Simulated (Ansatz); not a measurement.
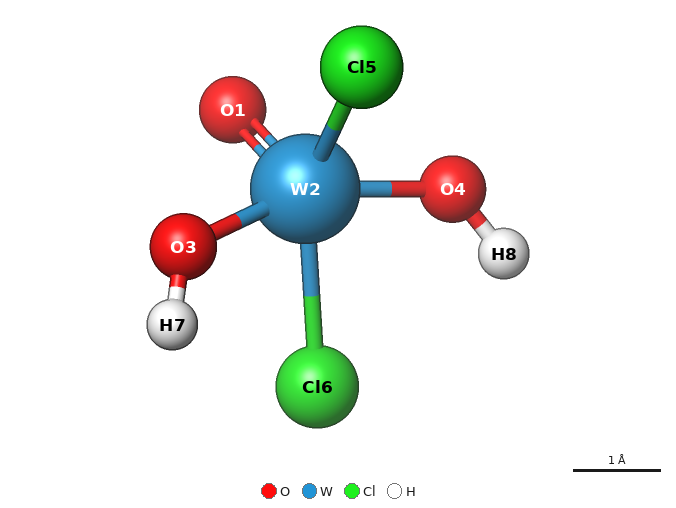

Numbered structure. Charge 0, singlet. Computed geometry: PBE0-D4/def2-TZVP optimisation. No frequency run is at hand to confirm it as a minimum.

Estimate the angles O1–W2–O3, O1–W2–Cl5, O1–W2–Cl6, O3–W2–O4, O3–W2–Cl5, O3–W2–Cl6, Cl5–W2–Cl6, W2–O3–H7.

```tsv
angle	degrees
O1–W2–O3	100.7
O1–W2–Cl5	107.3
O1–W2–Cl6	112.5
O3–W2–O4	155.9
O3–W2–Cl5	92.1
O3–W2–Cl6	80.8
Cl5–W2–Cl6	140.2
W2–O3–H7	127.7
```
